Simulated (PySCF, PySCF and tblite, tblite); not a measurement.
# C₅H₁₀ClFSi: telling isomers apart by computed NMR, part 2 of 3

PySCF and tblite. Atoms count from 0.

### 8 GFN2-xTB relaxation, isomer B, conformer 1

What the job is given:

```
{"job": {"xc": "GFN2-xTB", "basis": "xTB", "kind": "relax"}, "charge": 0, "multiplicity": 1}
F      2.646000     0.970500    -1.307500
Si     1.511000     0.830900    -0.180800
C     -0.130600     1.362100    -0.891900
C     -1.345500     0.808100    -0.139700
C     -1.325500    -0.732300     0.013400
C     -0.159500    -1.252700     0.855600
C      1.223500    -0.978000     0.226900
Cl     2.516300    -1.536800     1.341900
H      1.852600     1.647300     1.022700
H     -0.196600     2.458500    -0.907000
H     -0.189100     1.023400    -1.937900
H     -1.402200     1.247900     0.870200
H     -2.266100     1.097400    -0.646500
H     -1.292900    -1.194700    -0.990500
H     -2.266000    -1.039000     0.478900
H     -0.223000    -0.800800     1.870600
H     -0.279500    -2.330500     0.998300
H      1.318500    -1.574900    -0.688100
```

Standard output:

```text
step      E/eV     max force
  0    -731.53035    1.257
  1    -731.58038    0.476
  2    -731.59405    0.279
  3    -731.60369    0.329
  4    -731.61759    0.328
  5    -731.62592    0.198
  6    -731.63157    0.147
  7    -731.63526    0.159
  8    -731.63766    0.118
  9    -731.63922    0.097
 10    -731.64037    0.086
 11    -731.64126    0.095
 12    -731.64199    0.070
 13    -731.64262    0.067
 14    -731.64318    0.060
 15    -731.64368    0.052
 16    -731.64416    0.053
 17    -731.64463    0.059
 18    -731.64510    0.053
 19    -731.64554    0.053
 20    -731.64596    0.045
 21    -731.64635    0.050
 22    -731.64671    0.042
 23    -731.64698    0.038
 24    -731.64698    0.038
 25    -731.64708    0.026
 26    -731.64724    0.026
 27    -731.64729    0.025
 28    -731.64739    0.023
 29    -731.64744    0.022
 30    -731.64750    0.019
 31    -731.64755    0.016
 32    -731.64759    0.014
 33    -731.64763    0.015
 34    -731.64766    0.015
 35    -731.64769    0.015
 36    -731.64772    0.014
 37    -731.64777    0.018
 38    -731.64781    0.023
 39    -731.64786    0.022
 40    -731.64792    0.017
 41    -731.64798    0.019
 42    -731.64803    0.019
 43    -731.64807    0.016
 44    -731.64810    0.015
 45    -731.64814    0.017
 46    -731.64818    0.019
 47    -731.64822    0.019
 48    -731.64826    0.014
 49    -731.64829    0.015
 50    -731.64832    0.012
 51    -731.64834    0.015
 52    -731.64835    0.013
 53    -731.64837    0.013
 54    -731.64839    0.015
 55    -731.64841    0.013
 56    -731.64843    0.010
 57    -731.64844    0.010
 58    -731.64846    0.011
 59    -731.64848    0.017
 60    -731.64850    0.014
 61    -731.64851    0.008
 62    -731.64853    0.008
 63    -731.64854    0.011
 64    -731.64855    0.012
 65    -731.64856    0.007
 66    -731.64856    0.005
 67    -731.64856    0.006
 68    -731.64857    0.010
 69    -731.64858    0.009
 70    -731.64858    0.005
 71    -731.64858    0.004
 72    -731.64859    0.006
 73    -731.64859    0.005
 74    -731.64859    0.004
```

Run time: 0.44 s. Hardware: 1 thread of Arm Neoverse V2, shared host.

The energy fell by 0.118 eV, and the atoms moved 0.08 Å (root mean square).

GFN2-xTB relaxation, isomer B, conformer 2:

What the job is given:

```
{"job": {"xc": "GFN2-xTB", "basis": "xTB", "kind": "relax"}, "charge": 0, "multiplicity": 1}
F     -0.808100    -1.567700    -2.041500
Si    -1.069900    -1.308800    -0.483000
C      0.609800    -1.457200     0.397200
C      1.520200    -0.248200     0.114400
C      0.890400     1.099800     0.483300
C     -0.345500     1.450400    -0.383000
C     -1.533000     0.492600    -0.239100
Cl    -2.258700     0.654400     1.401300
H     -2.059100    -2.293900     0.035900
H      0.421100    -1.535200     1.477300
H      1.095500    -2.379000     0.077700
H      2.436000    -0.384600     0.710400
H      1.817700    -0.246600    -0.922600
H      1.651900     1.880100     0.317300
H      0.633900     1.135500     1.543800
H     -0.665200     2.472300    -0.122300
H     -0.028200     1.481000    -1.430400
H     -2.317500     0.761500    -0.948300
```

Standard output:

```text
step      E/eV     max force
  0    -731.53070    1.427
  1    -731.57695    0.461
  2    -731.59027    0.259
  3    -731.59947    0.325
  4    -731.61105    0.390
  5    -731.62001    0.273
  6    -731.62647    0.196
  7    -731.63057    0.144
  8    -731.63325    0.128
  9    -731.63513    0.102
 10    -731.63666    0.093
 11    -731.63804    0.091
 12    -731.63938    0.113
 13    -731.64078    0.123
 14    -731.64224    0.090
 15    -731.64352    0.086
 16    -731.64450    0.068
 17    -731.64529    0.082
 18    -731.64601    0.082
 19    -731.64667    0.062
 20    -731.64724    0.054
 21    -731.64773    0.052
 22    -731.64816    0.051
 23    -731.64848    0.039
 24    -731.64848    0.039
 25    -731.64860    0.028
 26    -731.64880    0.026
 27    -731.64888    0.028
 28    -731.64902    0.027
 29    -731.64909    0.023
 30    -731.64915    0.019
 31    -731.64921    0.023
 32    -731.64926    0.020
 33    -731.64931    0.019
 34    -731.64934    0.013
 35    -731.64937    0.013
 36    -731.64939    0.012
 37    -731.64941    0.012
 38    -731.64942    0.009
 39    -731.64944    0.009
 40    -731.64945    0.011
 41    -731.64948    0.013
 42    -731.64950    0.012
 43    -731.64952    0.009
 44    -731.64953    0.008
 45    -731.64955    0.012
 46    -731.64957    0.016
 47    -731.64959    0.012
 48    -731.64960    0.011
 49    -731.64962    0.009
 50    -731.64963    0.010
 51    -731.64964    0.009
 52    -731.64964    0.006
 53    -731.64965    0.007
 54    -731.64966    0.007
 55    -731.64967    0.008
 56    -731.64967    0.006
 57    -731.64968    0.008
 58    -731.64969    0.010
 59    -731.64971    0.013
 60    -731.64972    0.011
 61    -731.64974    0.008
 62    -731.64975    0.007
 63    -731.64976    0.011
 64    -731.64977    0.015
 65    -731.64979    0.010
 66    -731.64979    0.006
 67    -731.64980    0.006
 68    -731.64980    0.008
 69    -731.64981    0.007
 70    -731.64981    0.004
 71    -731.64982    0.004
```

Wall time 0.43 s (1 thread of Arm Neoverse V2, shared host).

Relaxing gained 0.119 eV and moved the atoms by 0.08 Å on average (rms).

### 9 Shieldings, isomer B, conformer 1: mPW1PW91/pcSseg-1 in acetone

What the job is given:

```
{"job": {"xc": "mPW1PW91", "basis": "pcSseg-1", "solvent": "acetone", "kind": "nmr", "pop": false}, "charge": 0, "multiplicity": 1}
F      2.620795     0.949903    -1.300121
Si     1.477333     0.844120    -0.162093
C     -0.180009     1.393814    -0.895714
C     -1.356627     0.797651    -0.120355
C     -1.290027    -0.725816    -0.025290
C     -0.160533    -1.231599     0.873611
C      1.205459    -0.998344     0.244578
Cl     2.481523    -1.586741     1.368621
H      1.979677     1.598571     0.972911
H     -0.271224     2.480039    -0.908431
H     -0.241512     1.068760    -1.937176
H     -1.379287     1.217178     0.887616
H     -2.290858     1.078611    -0.613111
H     -1.171364    -1.146384    -1.026695
H     -2.236901    -1.092272     0.377274
H     -0.206343    -0.718853     1.836832
H     -0.298094    -2.299303     1.062114
H      1.309233    -1.623018    -0.646226
```

Standard output:

```text
coarse grid: 15968 points
cycle   1  E = -1045.9491411309  dE =  7.837e-01  |g| = 6.292e-01  |ddm| = 3.795e+00
cycle   2  E = -1045.9036287540  dE =  4.551e-02  |g| = 8.582e-01  |ddm| = 1.146e+00
cycle   3  E = -1046.0247909532  dE = -1.212e-01  |g| = 7.508e-02  |ddm| = 6.677e-01
cycle   4  E = -1046.0257115537  dE = -9.206e-04  |g| = 3.063e-02  |ddm| = 8.518e-02
cycle   5  E = -1046.0259020518  dE = -1.905e-04  |g| = 7.509e-03  |ddm| = 2.961e-02
cycle   6  E = -1046.0259151355  dE = -1.308e-05  |g| = 1.746e-03  |ddm| = 9.605e-03
cycle   7  E = -1046.0259157264  dE = -5.908e-07  |g| = 3.997e-04  |ddm| = 1.965e-03
final grid: 145040 points
cycle   8  E = -1046.0783954458  dE = -5.223e-05  |g| = 5.937e-03  |ddm| = 2.772e-02
cycle   9  E = -1046.0783921734  dE =  3.272e-06  |g| = 6.812e-03  |ddm| = 1.106e-02
cycle  10  E = -1046.0784039604  dE = -1.179e-05  |g| = 7.410e-04  |ddm| = 6.080e-03
cycle  11  E = -1046.0784040589  dE = -9.844e-08  |g| = 2.393e-04  |ddm| = 9.254e-04
cycle  12  E = -1046.0784040696  dE = -1.073e-08  |g| = 7.590e-05  |ddm| = 2.321e-04
cycle  13  E = -1046.0784040706  dE = -1.020e-09  |g| = 1.683e-05  |ddm| = 7.075e-05
cycle  14  E = -1046.0784040707  dE = -6.003e-11  |g| = 2.745e-06  |ddm| = 1.875e-05
converged SCF energy = -1046.0784040707

GIAO shielding tensors (ppm)
atom      isotropic    diamagn.    paramagn.     s11        s22        s33       span
  0 F      379.692     466.654     -86.962    362.971    377.864    398.241     35.270
  1 Si     327.084     876.583    -549.499    293.514    326.722    361.016     67.502
  2 C      167.775     254.091     -86.316    155.901    163.641    183.781     27.880
  3 C      159.344     247.974     -88.630    149.146    153.020    175.865     26.719
  4 C      155.070     248.291     -93.220    149.999    152.685    162.526     12.528
  5 C      146.069     248.434    -102.365    125.084    138.468    174.655     49.570
  6 C      133.533     252.022    -118.489    103.608    131.796    165.195     61.587
  7 Cl     841.117    1145.937    -304.820    672.734    764.005   1086.613    413.879
  8 H       26.729      28.326      -1.597     24.264     24.846     31.077      6.813
  9 H       30.326      29.195       1.132     25.345     27.925     37.709     12.365
 10 H       30.707      31.055      -0.348     27.009     28.625     36.486      9.477
 11 H       30.473      31.153      -0.680     27.006     28.609     35.804      8.797
 12 H       29.712      29.875      -0.163     23.857     28.048     37.231     13.373
 13 H       30.507      31.864      -1.358     26.999     29.021     35.499      8.500
 14 H       29.863      30.155      -0.293     24.090     28.340     37.158     13.068
 15 H       30.214      31.096      -0.882     26.598     30.202     33.843      7.245
 16 H       29.318      30.280      -0.962     23.736     29.398     34.821     11.085
 17 H       28.076      30.564      -2.488     23.167     28.904     32.158      8.991
```

Wall time 26 s (1 thread of Arm Neoverse V2, shared host); peak memory 1.1 GiB.

Key values: HOMO -7.77 eV, LUMO 0.51 eV; dipole 4.41 D.

### 10 Single-point energy, isomer B, conformer 1: B3LYP/def2-SVP in acetone

The job, as its differences from that of step 9:

```diff
@@ -1,2 +1,2 @@
-{"job": {"xc": "mPW1PW91", "basis": "pcSseg-1", "solvent": "acetone", "kind": "nmr", "pop": false}, "charge": 0, "multiplicity": 1}
+{"job": {"xc": "B3LYP", "basis": "def2-SVP", "solvent": "acetone", "kind": "sp"}, "charge": 0, "multiplicity": 1}
 F      2.620795     0.949903    -1.300121
```

Standard output:

```text
coarse grid: 15968 points
cycle   1  E = -1045.5163449862  dE =  7.011e-01  |g| = 6.708e-01  |ddm| = 4.312e+00
cycle   2  E = -1045.4411123248  dE =  7.523e-02  |g| = 9.587e-01  |ddm| = 1.709e+00
cycle   3  E = -1045.6078896151  dE = -1.668e-01  |g| = 8.835e-02  |ddm| = 1.024e+00
cycle   4  E = -1045.6092750424  dE = -1.385e-03  |g| = 3.325e-02  |ddm| = 1.267e-01
cycle   5  E = -1045.6095174547  dE = -2.424e-04  |g| = 9.456e-03  |ddm| = 4.055e-02
cycle   6  E = -1045.6095399124  dE = -2.246e-05  |g| = 1.740e-03  |ddm| = 1.519e-02
cycle   7  E = -1045.6095406340  dE = -7.216e-07  |g| = 5.980e-04  |ddm| = 2.716e-03
final grid: 145040 points
cycle   8  E = -1045.7442041941  dE = -4.495e-05  |g| = 5.743e-03  |ddm| = 3.878e-02
cycle   9  E = -1045.7441965195  dE =  7.675e-06  |g| = 7.999e-03  |ddm| = 1.411e-02
cycle  10  E = -1045.7442127891  dE = -1.627e-05  |g| = 6.117e-04  |ddm| = 8.523e-03
cycle  11  E = -1045.7442128560  dE = -6.690e-08  |g| = 2.343e-04  |ddm| = 8.537e-04
cycle  12  E = -1045.7442128673  dE = -1.131e-08  |g| = 3.439e-05  |ddm| = 2.448e-04
cycle  13  E = -1045.7442128676  dE = -2.697e-10  |g| = 6.799e-06  |ddm| = 5.113e-05
converged SCF energy = -1045.7442128676
```

It took 10 s on 1 thread of Arm Neoverse V2, shared host; peak memory 0.68 GiB.

This run: HOMO -7.27 eV, LUMO 0.64 eV; dipole 3.86 D.

### 11 Shieldings, isomer B, conformer 2: mPW1PW91/pcSseg-1 in acetone

What the job is given:

```
{"job": {"xc": "mPW1PW91", "basis": "pcSseg-1", "solvent": "acetone", "kind": "nmr", "pop": false}, "charge": 0, "multiplicity": 1}
F     -0.848685    -1.572553    -2.019294
Si    -1.040552    -1.321588    -0.427378
C      0.645328    -1.465995     0.419177
C      1.519870    -0.247000     0.103472
C      0.853187     1.070109     0.496963
C     -0.326604     1.444573    -0.399697
C     -1.522300     0.515334    -0.245462
Cl    -2.240834     0.726157     1.391562
H     -2.090417    -2.235700    -0.019672
H      0.518611    -1.538201     1.499883
H      1.161922    -2.373041     0.103578
H      2.466655    -0.339144     0.641807
H      1.749157    -0.229117    -0.964628
H      1.594094     1.870704     0.440411
H      0.509127     1.008742     1.531459
H     -0.632133     2.471056    -0.179681
H     -0.014158     1.405764    -1.446984
H     -2.311027     0.816217    -0.937171
```

Standard output:

```text
coarse grid: 15968 points
cycle   1  E = -1045.9495907231  dE =  7.874e-01  |g| = 6.337e-01  |ddm| = 3.786e+00
cycle   2  E = -1045.8996505445  dE =  4.994e-02  |g| = 8.733e-01  |ddm| = 1.188e+00
cycle   3  E = -1046.0267262584  dE = -1.271e-01  |g| = 7.422e-02  |ddm| = 6.989e-01
cycle   4  E = -1046.0275997394  dE = -8.735e-04  |g| = 3.152e-02  |ddm| = 8.557e-02
cycle   5  E = -1046.0278014509  dE = -2.017e-04  |g| = 7.108e-03  |ddm| = 2.952e-02
cycle   6  E = -1046.0278129280  dE = -1.148e-05  |g| = 1.674e-03  |ddm| = 8.955e-03
cycle   7  E = -1046.0278134902  dE = -5.622e-07  |g| = 4.229e-04  |ddm| = 2.010e-03
final grid: 145040 points
cycle   8  E = -1046.0791001226  dE = -5.159e-05  |g| = 5.808e-03  |ddm| = 2.808e-02
cycle   9  E = -1046.0790970469  dE =  3.076e-06  |g| = 6.643e-03  |ddm| = 1.070e-02
cycle  10  E = -1046.0791080917  dE = -1.104e-05  |g| = 6.419e-04  |ddm| = 5.873e-03
cycle  11  E = -1046.0791081655  dE = -7.377e-08  |g| = 2.039e-04  |ddm| = 8.054e-04
cycle  12  E = -1046.0791081739  dE = -8.426e-09  |g| = 6.985e-05  |ddm| = 2.261e-04
cycle  13  E = -1046.0791081749  dE = -9.998e-10  |g| = 1.557e-05  |ddm| = 6.245e-05
converged SCF energy = -1046.0791081749

GIAO shielding tensors (ppm)
atom      isotropic    diamagn.    paramagn.     s11        s22        s33       span
  0 F      376.833     469.517     -92.684    349.552    376.003    404.943     55.391
  1 Si     340.421     876.822    -536.400    288.570    355.358    377.336     88.766
  2 C      172.270     253.188     -80.919    160.452    176.652    179.705     19.252
  3 C      159.799     247.183     -87.384    150.691    156.026    172.680     21.989
  4 C      160.895     247.763     -86.868    152.044    159.341    171.300     19.256
  5 C      148.891     246.766     -97.875    141.525    146.562    158.585     17.060
  6 C      135.651     253.406    -117.754    102.548    128.604    175.801     73.252
  7 Cl     895.524    1147.663    -252.139    712.868    889.424   1084.281    371.413
  8 H       26.870      27.809      -0.939     22.829     25.517     32.264      9.434
  9 H       30.813      30.269       0.544     27.639     28.473     36.326      8.687
 10 H       30.563      28.969       1.593     25.737     27.691     38.259     12.523
 11 H       29.665      29.745      -0.080     23.774     28.007     37.215     13.441
 12 H       30.189      31.117      -0.928     26.808     28.316     35.442      8.634
 13 H       30.186      30.046       0.140     24.426     28.307     37.826     13.401
 14 H       30.046      30.939      -0.893     26.252     30.596     33.290      7.037
 15 H       29.440      30.018      -0.578     24.181     28.073     36.066     11.885
 16 H       29.603      30.802      -1.198     26.347     27.073     35.390      9.043
 17 H       27.748      29.756      -2.009     22.186     27.019     34.038     11.853
```

Wall time 25 s (1 thread of Arm Neoverse V2, shared host); peak memory 0.98 GiB.

Key values: HOMO -7.80 eV, LUMO 0.38 eV; dipole 1.81 D.

### 12 Single-point energy, isomer B, conformer 2: B3LYP/def2-SVP in acetone

The job, as its differences from that of step 11:

```diff
@@ -1,2 +1,2 @@
-{"job": {"xc": "mPW1PW91", "basis": "pcSseg-1", "solvent": "acetone", "kind": "nmr", "pop": false}, "charge": 0, "multiplicity": 1}
+{"job": {"xc": "B3LYP", "basis": "def2-SVP", "solvent": "acetone", "kind": "sp"}, "charge": 0, "multiplicity": 1}
 F     -0.848685    -1.572553    -2.019294
```

Standard output:

```text
coarse grid: 15968 points
cycle   1  E = -1045.5183187201  dE =  7.039e-01  |g| = 6.742e-01  |ddm| = 4.308e+00
cycle   2  E = -1045.4369189019  dE =  8.140e-02  |g| = 9.760e-01  |ddm| = 1.715e+00
cycle   3  E = -1045.6110824570  dE = -1.742e-01  |g| = 8.760e-02  |ddm| = 1.025e+00
cycle   4  E = -1045.6124269782  dE = -1.345e-03  |g| = 3.418e-02  |ddm| = 1.259e-01
cycle   5  E = -1045.6126842879  dE = -2.573e-04  |g| = 8.947e-03  |ddm| = 4.037e-02
cycle   6  E = -1045.6127039853  dE = -1.970e-05  |g| = 1.784e-03  |ddm| = 1.430e-02
cycle   7  E = -1045.6127047782  dE = -7.929e-07  |g| = 5.698e-04  |ddm| = 2.876e-03
final grid: 145040 points
cycle   8  E = -1045.7457999197  dE = -4.517e-05  |g| = 5.307e-03  |ddm| = 3.701e-02
cycle   9  E = -1045.7457938641  dE =  6.056e-06  |g| = 7.208e-03  |ddm| = 1.284e-02
cycle  10  E = -1045.7458073416  dE = -1.348e-05  |g| = 5.271e-04  |ddm| = 7.680e-03
cycle  11  E = -1045.7458073919  dE = -5.030e-08  |g| = 2.217e-04  |ddm| = 7.648e-04
cycle  12  E = -1045.7458074022  dE = -1.030e-08  |g| = 3.690e-05  |ddm| = 2.370e-04
cycle  13  E = -1045.7458074025  dE = -2.997e-10  |g| = 8.706e-06  |ddm| = 5.335e-05
converged SCF energy = -1045.7458074025
```

Run time: 10 s. Hardware: 1 thread of Arm Neoverse V2, shared host; peak memory 0.69 GiB.

In short: HOMO -7.33 eV, LUMO 0.59 eV; dipole 1.52 D.

### 13 The ensemble, isomer B: properties at mPW1PW91/pcSseg-1 in acetone

What the job is given:

```
{"job": {"study": "conf", "smiles": "F[Si@H]1CCCC[C@@H]1Cl", "search": {"seed": 4497, "n_embed": 60, "ff_keep": 14, "window": 2.5, "nmax": 6, "temps": [250, 298.15, 350], "t_ref": 298.15, "order": 0.001}, "level": {"nmr": {"xc": "mPW1PW91", "basis": "pcSseg-1", "solvent": "acetone"}, "sp": {"xc": "B3LYP", "basis": "def2-SVP", "solvent": "acetone"}}, "kind": "conf"}, "charge": 0, "multiplicity": 1}
F     -0.848685    -1.572553    -2.019294
Si    -1.040552    -1.321588    -0.427378
C      0.645328    -1.465995     0.419177
C      1.519870    -0.247000     0.103472
C      0.853187     1.070109     0.496963
C     -0.326604     1.444573    -0.399697
C     -1.522300     0.515334    -0.245462
Cl    -2.240834     0.726157     1.391562
H     -2.090417    -2.235700    -0.019672
H      0.518611    -1.538201     1.499883
H      1.161922    -2.373041     0.103578
H      2.466655    -0.339144     0.641807
H      1.749157    -0.229117    -0.964628
H      1.594094     1.870704     0.440411
H      0.509127     1.008742     1.531459
H     -0.632133     2.471056    -0.179681
H     -0.014158     1.405764    -1.446984
H     -2.311027     0.816217    -0.937171
```

Standard output:

```text
conformer  sym    E(xTB)   E(DFT)   G(298.15 K)  weight  dipole/D
    1     C1      0.028    1.668    1.616   0.0614    3.865
    2     C1      0.000    0.000    0.000   0.9386    1.520

mean shielding (ppm) by class
class atoms           250 K   298.15 K      350 K
  0 F  0            376.935    377.008    377.096
  1 Si 1            339.944    339.603    339.194
  2 C  2            172.109    171.994    171.856
  3 C  3            159.783    159.771    159.757
  4 C  4            160.686    160.537    160.359
  5 C  5             148.79    148.718    148.631
  6 C  6            135.575    135.521    135.456
  7 Cl 7            893.577    892.186     890.52
  8 H  8             26.865     26.861     26.857
  9 H  9             30.795     30.783     30.768
 10 H  10            30.568     30.571     30.576
 11 H  11            29.694     29.715      29.74
 12 H  12            30.172      30.16     30.145
 13 H  13            30.198     30.206     30.216
 14 H  14            30.039     30.035     30.029
 15 H  15            29.468     29.488     29.511
 16 H  16            29.593     29.586     29.577
 17 H  17             27.76     27.768     27.778
```

Run time: 74 s. Hardware: 1 thread of Arm Neoverse V2, shared host. This counts the runs that the step sums up.

The search (ETKDG and KDG, MMFF94s, GFN2-xTB) embedded 60 structures, kept 4 distinct ones after the force field and 4 after xTB; 2 were carried on (window 2.5 kcal/mol at the search's own energies). Energies: B3LYP/def2-SVP in acetone with D3(BJ).

Conformer by conformer (298 K):

```csv
no.,group,mirror pair,ΔE xTB,ΔE DFT,ΔG,weight (%),μ (D),"A, B, C (GHz)"
1,C1,no,0.03,1.67,1.62,6.1,3.87,"1.74, 1.22, 0.78"
2,C1,no,0.00,0.00,0.00,93.9,1.52,"1.72, 1.25, 0.96"
```

Energies in kcal/mol. ΔG holds xTB vibrations and rotation, symmetry numbers and mirror pairs.

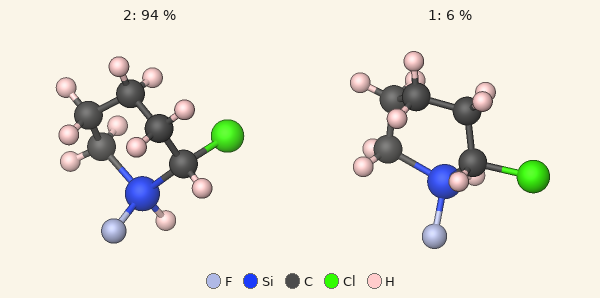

Conformers, most populated first.

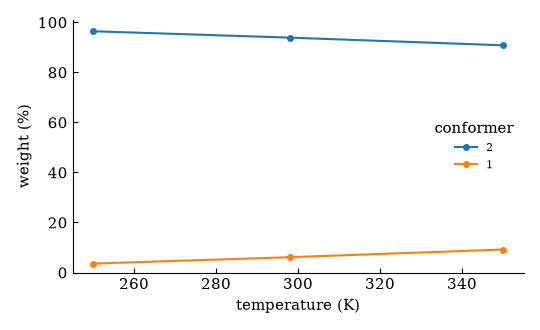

Weights against temperature.

How the weights hang on the way they are made:

```csv
scheme,2,1,mean μ (D)
DFT free energy,94,6,1.66
"DFT energy, symmetry counted",94,6,1.65
DFT energy alone,94,6,1.65
"xTB energy, symmetry counted",51,49,2.67
xTB free energy,49,51,2.72
lowest conformer only,100,0,1.52
equal weights,50,50,2.69
conformers found from three starts alone,0,100,3.87
```

Shifts against references run at the same level (¹³C TMS 187.0, ²⁹Si TMS 347.7, ¹H TMS 31.74 ppm of shielding), by class of atoms, at 298 K:

```csv
atoms,environment,no. 2,no. 1,average
C6,sp3 CH bonded to Cl and Si,51.3,53.4,51.4
C5,sp3 CH2 in a ring,38.1,40.9,38.2
C3,sp3 CH2 in a ring,27.2,27.6,27.2
C4,sp3 CH2 in a ring,26.1,31.9,26.4
C2,sp3 CH2 bonded to Si,14.7,19.2,15.0
H8,"hydrogen on a silicon bonded to 2 C, F, in a 6-membered ring",4.87,5.01,4.88
H17,hydrogen on an sp3 CH bonded to Cl and Si,3.99,3.66,3.97
H15,hydrogen on an sp3 CH2 in a ring,2.30,1.53,2.25
H16,hydrogen on an sp3 CH2 in a ring,2.14,2.42,2.16
H11,hydrogen on an sp3 CH2 in a ring,2.08,1.27,2.03
H14,hydrogen on an sp3 CH2 in a ring,1.70,1.88,1.71
H12,hydrogen on an sp3 CH2 in a ring,1.55,2.03,1.58
H13,hydrogen on an sp3 CH2 in a ring,1.55,1.23,1.54
H10,hydrogen on an sp3 CH2 bonded to Si,1.18,1.03,1.17
H9,hydrogen on an sp3 CH2 bonded to Si,0.93,1.41,0.96
F0,fluorine bonded to Si,376.8 (σ),379.7 (σ),377.0 (σ)
Si1,"silicon bonded to 2 C, F, H, in a 6-membered ring",7.3,20.6,8.1
Cl7,chlorine bonded to C,896 (σ),841 (σ),892 (σ)
```

Effective distances for nuclear Overhauser effects, ⟨r⁻⁶⟩^(−1/6) over all pairs of two classes (Å): H9···H10 1.75; H11···H12 1.76; H13···H14 1.76; H15···H16 1.77; H11···H13 2.40; H13···H15 2.41; H16···H17 2.43; H9···H11 2.44.

(Part 2 of 3 ends here.)
